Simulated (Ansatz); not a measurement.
**Geometry relaxation, with input and output: Si2H4O2F2 (part 2 of 2)**

The same run, continued: Si2H4O2F2; RKS PBE0-D4/def2-TZVP (Ansatz 0.2.0). 

### Trajectory as extended XYZ, continued
```
10
Properties=species:S:1:pos:R:3:forces:R:3 step=7 energy=-25344.79916
Si    0.6080    1.2741   -0.3024   -0.0064   0.0105  -0.0153
O    -0.2019   -0.1069   -0.2670   -0.0080  -0.0072  -0.0052
Si   -1.4247   -1.0346   -0.8594    0.0056   0.0089   0.0014
F    -0.2994    2.4124    0.3097   -0.0069  -0.0059   0.0016
F     0.9263    1.7032   -1.7830    0.0054   0.0004   0.0030
O     2.0166    1.1746    0.4713    0.0037  -0.0026  -0.0069
H    -2.6193   -0.1923   -1.1126   -0.0020  -0.0033   0.0007
H    -0.9844   -1.6790   -2.1200    0.0002   0.0019  -0.0003
H    -1.7338   -2.0672    0.1568   -0.0016  -0.0003   0.0042
H     2.0562    0.7033    1.3033    0.0099  -0.0023   0.0167
10
Properties=species:S:1:pos:R:3:forces:R:3 step=8 energy=-25344.79930
Si    0.6111    1.2751   -0.3059    0.0077   0.0006   0.0078
O    -0.1997   -0.1054   -0.2880    0.0106   0.0047  -0.0018
Si   -1.4265   -1.0379   -0.8619   -0.0039   0.0202   0.0055
F    -0.2997    2.4043    0.3185   -0.0001  -0.0028  -0.0032
F     0.9359    1.7217   -1.7798   -0.0003  -0.0042   0.0076
O     2.0191    1.1674    0.4699   -0.0216  -0.0123   0.0013
H    -2.6236   -0.1991   -1.1150   -0.0006   0.0016  -0.0031
H    -0.9927   -1.6908   -2.1204   -0.0055  -0.0115   0.0072
H    -1.7325   -2.0569    0.1695    0.0079  -0.0071  -0.0117
H     2.0523    0.7090    1.3099    0.0059   0.0107  -0.0095
10
Properties=species:S:1:pos:R:3:forces:R:3 step=9 energy=-25344.79909 accepted=F
Si    0.6151    1.2771   -0.3087    0.0161  -0.0064   0.0209
O    -0.1976   -0.1022   -0.3097    0.0098   0.0108  -0.0064
Si   -1.4313   -1.0363   -0.8639    0.0226  -0.0479  -0.0081
F    -0.2993    2.3970    0.3280    0.0116  -0.0013  -0.0082
F     0.9465    1.7410   -1.7758   -0.0072  -0.0080   0.0169
O     2.0222    1.1596    0.4686   -0.0404  -0.0239   0.0262
H    -2.6293   -0.1997   -1.1202    0.0045   0.0001   0.0097
H    -1.0081   -1.7128   -2.1137   -0.0034   0.0208  -0.0094
H    -1.7242   -2.0542    0.1733   -0.0134   0.0275   0.0070
H     2.0497    0.7183    1.3188   -0.0003   0.0284  -0.0486
10
Properties=species:S:1:pos:R:3:forces:R:3 step=10 energy=-25344.79949
Si    0.6124    1.2727   -0.3061   -0.0035   0.0063  -0.0090
O    -0.1956   -0.1091   -0.2935   -0.0018  -0.0064  -0.0011
Si   -1.4277   -1.0372   -0.8630    0.0022   0.0042   0.0022
F    -0.3018    2.3986    0.3194   -0.0006  -0.0019  -0.0002
F     0.9391    1.7222   -1.7785   -0.0017   0.0007  -0.0006
O     2.0198    1.1660    0.4691    0.0030  -0.0061   0.0105
H    -2.6229   -0.1945   -1.1122   -0.0003   0.0007  -0.0001
H    -1.0016   -1.6944   -2.1218   -0.0025  -0.0015   0.0013
H    -1.7311   -2.0581    0.1671    0.0008  -0.0007  -0.0027
H     2.0532    0.7213    1.3162    0.0043   0.0046  -0.0004
10
Properties=species:S:1:pos:R:3:forces:R:3 step=11 energy=-25344.79962
Si    0.6148    1.2679   -0.3079    0.0020   0.0014   0.0044
O    -0.1879   -0.1171   -0.3018    0.0027  -0.0011   0.0001
Si   -1.4287   -1.0373   -0.8647   -0.0027  -0.0019  -0.0009
F    -0.3052    2.3875    0.3207   -0.0010  -0.0006  -0.0002
F     0.9417    1.7231   -1.7783    0.0026  -0.0002   0.0005
O     2.0216    1.1645    0.4691   -0.0017   0.0021  -0.0064
H    -2.6204   -0.1876   -1.1067    0.0002   0.0004   0.0007
H    -1.0138   -1.6965   -2.1261   -0.0013  -0.0004  -0.0005
H    -1.7321   -2.0579    0.1657   -0.0002   0.0002  -0.0004
H     2.0536    0.7408    1.3268   -0.0006   0.0000   0.0028
10
Properties=species:S:1:pos:R:3:forces:R:3 step=12 energy=-25344.79966
Si    0.6193    1.2611   -0.3110   -0.0047  -0.0003   0.0054
O    -0.1756   -0.1285   -0.3206    0.0040   0.0035  -0.0007
Si   -1.4306   -1.0385   -0.8680   -0.0029  -0.0034  -0.0040
F    -0.3102    2.3693    0.3249    0.0010  -0.0039  -0.0021
F     0.9497    1.7295   -1.7764    0.0012  -0.0019   0.0003
O     2.0248    1.1607    0.4685    0.0055  -0.0181   0.0458
H    -2.6175   -0.1784   -1.0982    0.0021  -0.0015   0.0015
H    -1.0360   -1.7038   -2.1328    0.0001   0.0040   0.0019
H    -1.7319   -2.0558    0.1665   -0.0009   0.0017   0.0012
H     2.0516    0.7720    1.3438   -0.0054   0.0199  -0.0494
10
Properties=species:S:1:pos:R:3:forces:R:3 step=13 energy=-25344.79967
Si    0.6183    1.2609   -0.3104    0.0118  -0.0047  -0.0040
O    -0.1726   -0.1309   -0.3194    0.0051   0.0010   0.0016
Si   -1.4298   -1.0377   -0.8674   -0.0061  -0.0069  -0.0029
F    -0.3165    2.3674    0.3201    0.0046   0.0012   0.0033
F     0.9507    1.7276   -1.7762   -0.0013  -0.0018   0.0089
O     2.0230    1.1649    0.4712   -0.0024   0.0012   0.0120
H    -2.6150   -0.1750   -1.0960    0.0009  -0.0007   0.0010
H    -1.0369   -1.7020   -2.1332    0.0002   0.0027   0.0005
H    -1.7325   -2.0554    0.1661   -0.0011   0.0010   0.0009
H     2.0549    0.7679    1.3419   -0.0118   0.0071  -0.0211
10
Properties=species:S:1:pos:R:3:forces:R:3 step=14 energy=-25344.79973
Si    0.6194    1.2610   -0.3117    0.0028  -0.0012  -0.0012
O    -0.1693   -0.1321   -0.3217    0.0007   0.0006   0.0018
Si   -1.4291   -1.0377   -0.8667    0.0006  -0.0010   0.0000
F    -0.3175    2.3667    0.3172   -0.0005   0.0001   0.0000
F     0.9536    1.7278   -1.7768    0.0007   0.0014  -0.0004
O     2.0222    1.1684    0.4738   -0.0054  -0.0006  -0.0021
H    -2.6145   -0.1742   -1.0912    0.0009   0.0009   0.0008
H    -1.0397   -1.7005   -2.1343   -0.0005   0.0002   0.0000
H    -1.7301   -2.0558    0.1669    0.0005   0.0003   0.0000
H     2.0488    0.7640    1.3410    0.0001  -0.0007   0.0011
10
Properties=species:S:1:pos:R:3:forces:R:3 step=15 energy=-25344.79975
Si    0.6199    1.2609   -0.3130   -0.0022   0.0003   0.0043
O    -0.1669   -0.1334   -0.3235    0.0031   0.0008  -0.0008
Si   -1.4286   -1.0375   -0.8662   -0.0016   0.0001   0.0004
F    -0.3201    2.3656    0.3133    0.0010  -0.0005  -0.0024
F     0.9569    1.7277   -1.7774    0.0006   0.0002   0.0007
O     2.0205    1.1702    0.4765    0.0001  -0.0004  -0.0010
H    -2.6137   -0.1726   -1.0862   -0.0003  -0.0003   0.0003
H    -1.0432   -1.6989   -2.1358    0.0000  -0.0001  -0.0003
H    -1.7273   -2.0567    0.1670    0.0002  -0.0002  -0.0002
H     2.0463    0.7621    1.3419   -0.0010   0.0002  -0.0010
10
Properties=species:S:1:pos:R:3:forces:R:3 step=16 energy=-25344.79976
Si    0.6225    1.2599   -0.3169   -0.0093   0.0049   0.0094
O    -0.1567   -0.1389   -0.3321   -0.0028   0.0028  -0.0051
Si   -1.4277   -1.0363   -0.8649    0.0006  -0.0097  -0.0018
F    -0.3289    2.3607    0.2994    0.0042  -0.0041  -0.0054
F     0.9700    1.7275   -1.7785    0.0001  -0.0014   0.0007
O     2.0160    1.1766    0.4855    0.0060  -0.0023   0.0043
H    -2.6131   -0.1674   -1.0678    0.0035   0.0004   0.0014
H    -1.0583   -1.6939   -2.1411   -0.0003   0.0043  -0.0009
H    -1.7175   -2.0604    0.1660   -0.0010   0.0027   0.0026
H     2.0374    0.7597    1.3470   -0.0009   0.0023  -0.0051
10
Properties=species:S:1:pos:R:3:forces:R:3 step=17 energy=-25344.79974 accepted=F
Si    0.6251    1.2573   -0.3206   -0.0125   0.0028   0.0071
O    -0.1462   -0.1460   -0.3424   -0.0028   0.0033  -0.0054
Si   -1.4264   -1.0374   -0.8643   -0.0036   0.0166  -0.0032
F    -0.3375    2.3535    0.2869    0.0075  -0.0094  -0.0059
F     0.9827    1.7267   -1.7792   -0.0005  -0.0018   0.0005
O     2.0123    1.1815    0.4933    0.0041  -0.0056   0.0130
H    -2.6105   -0.1622   -1.0488    0.0040  -0.0032   0.0007
H    -1.0748   -1.6868   -2.1502   -0.0005  -0.0035   0.0130
H    -1.7097   -2.0625    0.1676    0.0049  -0.0050  -0.0075
H     2.0288    0.7634    1.3545   -0.0006   0.0057  -0.0124
10
Properties=species:S:1:pos:R:3:forces:R:3 step=18 energy=-25344.79978
Si    0.6235    1.2586   -0.3184   -0.0057   0.0003   0.0035
O    -0.1527   -0.1418   -0.3366   -0.0005   0.0034  -0.0022
Si   -1.4276   -1.0368   -0.8648    0.0052   0.0032   0.0011
F    -0.3322    2.3579    0.2938    0.0026  -0.0036  -0.0026
F     0.9756    1.7264   -1.7788    0.0003  -0.0002  -0.0010
O     2.0145    1.1783    0.4888    0.0011  -0.0017   0.0030
H    -2.6119   -0.1644   -1.0587   -0.0001  -0.0035  -0.0002
H    -1.0654   -1.6907   -2.1451   -0.0021   0.0010   0.0012
H    -1.7132   -2.0622    0.1660   -0.0014   0.0002  -0.0009
H     2.0331    0.7622    1.3507    0.0007   0.0010  -0.0020
10
Properties=species:S:1:pos:R:3:forces:R:3 step=19 energy=-25344.79978
Si    0.6240    1.2585   -0.3187   -0.0014   0.0015   0.0025
O    -0.1519   -0.1420   -0.3373   -0.0029  -0.0001  -0.0027
Si   -1.4272   -1.0368   -0.8646   -0.0011   0.0028   0.0007
F    -0.3327    2.3578    0.2920    0.0023  -0.0027  -0.0019
F     0.9774    1.7258   -1.7790    0.0001  -0.0005   0.0004
O     2.0143    1.1787    0.4898   -0.0008  -0.0006   0.0008
H    -2.6124   -0.1652   -1.0563    0.0004   0.0001   0.0002
H    -1.0676   -1.6892   -2.1463    0.0011  -0.0002   0.0015
H    -1.7124   -2.0629    0.1656    0.0019  -0.0008  -0.0006
H     2.0323    0.7628    1.3517    0.0003   0.0005  -0.0010
```

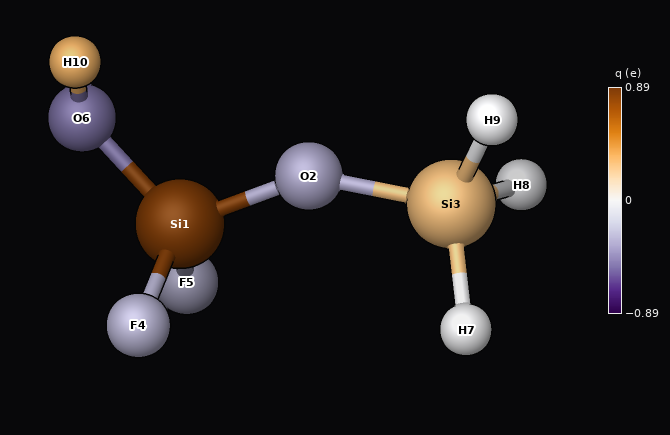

*Mulliken charges, as the colour of each atom (ball-and-stick view, seen at a tilt; atoms are numbered from 1 in the order of the input; Mulliken charges depend strongly on the basis).*

By element: Si +0.29 to +0.85, O −0.49 to −0.33, F −0.29 and H −0.03 to +0.34 e.

The run was set up as follows.

### The input
```yaml
crystal:
  periodic: [false, false, false]
  atoms:
    - {symbol: Si, position_ang: [0.598123, 1.241825, -0.281953]}
    - {symbol: O, position_ang: [-0.179722, -0.173150, -0.128543]}
    - {symbol: Si, position_ang: [-1.414343, -1.012146, -0.856916]}
    - {symbol: F, position_ang: [-0.348524, 2.379820, 0.261685]}
    - {symbol: F, position_ang: [0.841398, 1.554027, -1.804835]}
    - {symbol: O, position_ang: [2.016809, 1.226953, 0.462146]}
    - {symbol: H, position_ang: [-2.564168, -0.106515, -1.087344]}
    - {symbol: H, position_ang: [-0.933376, -1.573974, -2.139851]}
    - {symbol: H, position_ang: [-1.782920, -2.098191, 0.080222]}
    - {symbol: H, position_ang: [2.110439, 0.748855, 1.292098]}
basis:
  gaussian: {orbitals: def2-TZVP}
hamiltonian: {xc: pbe0, dispersion: d4}
relax: {f_tol: 0.005, max_steps: 200}
```

Launch command:
```bash
ansatz run in.yaml --threads 4 --pin off --events-out ev --progress --plain --max-ram 46080MiB --backend cuda --devices 0, --max-vram 37GiB
```

### Summary

- outcome: converged
- total energy: −25344.7998 eV
- mean-field energy: −25344.6030 eV
- dispersion energy: −0.1968 eV
- SCF solution under orbital rotations: stable
- largest force (length of the vector) at the end: 0.004 eV/Å
- dipole moment: 2.53 D
- hardware: 4 CPU threads, shared host
- wall time: 51 s (CPU time 62 s)
- peak memory: 0.91 GiB
